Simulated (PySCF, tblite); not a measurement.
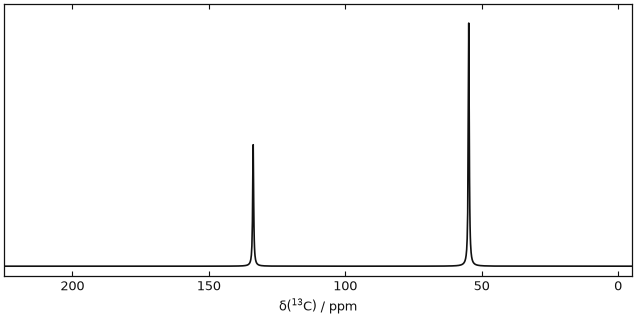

GIAO shifts, PBE0/pcSseg-1 with PySCF 2.14.0, at a GFN2-xTB geometry (a minimum by its frequencies), against TMS for ¹³C computed at the same level. Gas phase, fully decoupled, line heights follow the number of nuclei, widths are arbitrary (no quadrupolar broadening); values of one conformer, averaged over nuclei that symmetry or rotation about single bonds exchange, these motions taken as fast; other conformers aren't averaged in.

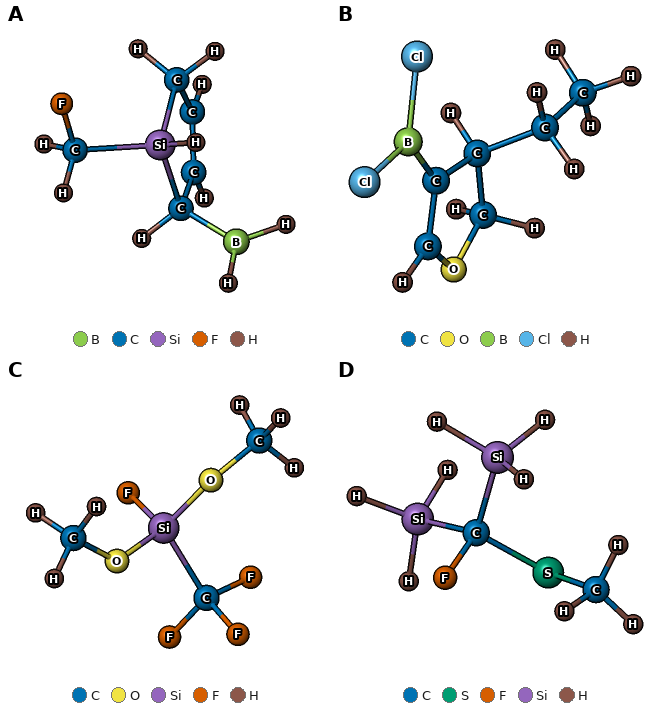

### Which molecule was computed? The candidates are drawn in the second picture.

Structure C, C₃H₆F₄O₂Si, SMILES CO[Si](F)(OC)C(F)(F)F. Its ¹³C signals: 133.7 (1 C), 54.7 (2 C) ppm.

Known limits of this run: the tight-binding geometry is rougher than a DFT one and adds to the error.
